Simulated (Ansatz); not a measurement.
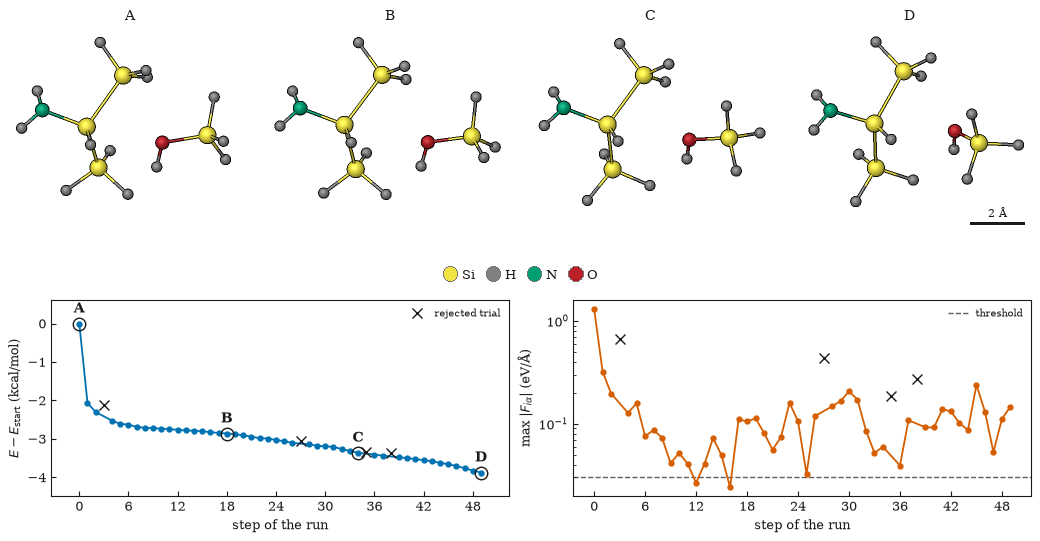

Frames of a relaxation of Si4NH13O, marked on the history of the run. A ball-and-stick model, seen at a tilt.

The run prepares an end point of a later path (reaction) calculation, from a guessed geometry.

All numbers below come from RKS PBE-D4/6-31G* (Ansatz).

Input
```yaml
crystal:
  periodic: [false, false, false]
  atoms:
    - { symbol: Si, position_ang: [-0.1011, 0.323271, 0.006827] }
    - { symbol: Si, position_ang: [-0.207746, 0.260013, 2.265624] }
    - { symbol: H, position_ang: [-1.563475, -0.135493, 2.782208] }
    - { symbol: H, position_ang: [0.765884, -0.711211, 2.912154] }
    - { symbol: H, position_ang: [0.126505, 1.594686, 2.876758] }
    - { symbol: H, position_ang: [1.334582, 0.151248, -0.405282] }
    - { symbol: "N", position_ang: [-0.639476, 1.874428, -0.653301] }
    - { symbol: H, position_ang: [-1.649362, 2.021784, -0.703233] }
    - { symbol: H, position_ang: [-0.187232, 2.725922, -0.31218] }
    - { symbol: Si, position_ang: [-1.505171, -1.266109, -0.995593] }
    - { symbol: H, position_ang: [-2.306165, -2.027127, 0.021456] }
    - { symbol: H, position_ang: [-2.499691, -0.580197, -1.901387] }
    - { symbol: H, position_ang: [-0.727296, -2.24425, -1.825567] }
    - { symbol: O, position_ang: [0.59815, -2.393217, 0.703026] }
    - { symbol: Si, position_ang: [0.458896, -4.086516, 0.782781] }
    - { symbol: H, position_ang: [1.615049, -4.768249, 0.111832] }
    - { symbol: H, position_ang: [0.391638, -4.529526, 2.218785] }
    - { symbol: H, position_ang: [-0.802174, -4.49875, 0.092597] }
    - { symbol: H, position_ang: [0.954483, -2.024807, 1.553895] }
basis:
  gaussian: { orbitals: "6-31G*" }
hamiltonian:
  xc: pbe
  dispersion: d4
relax:
  f_tol: 0.03
  max_steps: 50
```

Run as
```bash
ansatz run input.yaml --threads 4 --pin off --max-ram 5120MiB --backend cpu --events-out ev --progress --plain --runs-dir out
```

Q: What happens along the run?

A: The relaxation stopped without meeting its thresholds, so the last structure isn't shown to be converged. It used up its limit of 50 steps. Over 45 accepted moves (49 points after the start) the energy falls by 3.87 kcal/mol. Largest force component: 1.3 eV/Å at the start, 0.15 eV/Å at the end. The line search rejected the trial steps at points 3, 27, 35, 38 of the run. The forces were under the threshold at step 12, but the run went on from there. H18 moves most after the best rigid fit: 2.24 Å. Largest moves by element: H 2.24 Å, O 1.01 Å, Si 0.72 Å, N 0.59 Å. Among the contacts that change: Si1–Si2 2.262 → 2.369 Å, O14–H19 0.993 → 0.981 Å, Si15–H16 1.501 → 1.512 Å, O14–Si15 1.701 → 1.693 Å. Bond angles that change, for instance: O14–Si15–H18 108.8° → 104.9°, Si15–O14–H19 111.0° → 114.4°, Si1–Si2–H3 113.1° → 110.6°. Groups turn about O14–Si15 by about 50°, Si1–Si2 by about 25°. From step 0 to 18: H18 moves most (0.82 Å), energy −2.86 kcal/mol. From step 18 to 34: H18 moves most (1.03 Å), energy −0.50 kcal/mol. From step 34 to 49: H16 moves most (1.08 Å), energy −0.51 kcal/mol.
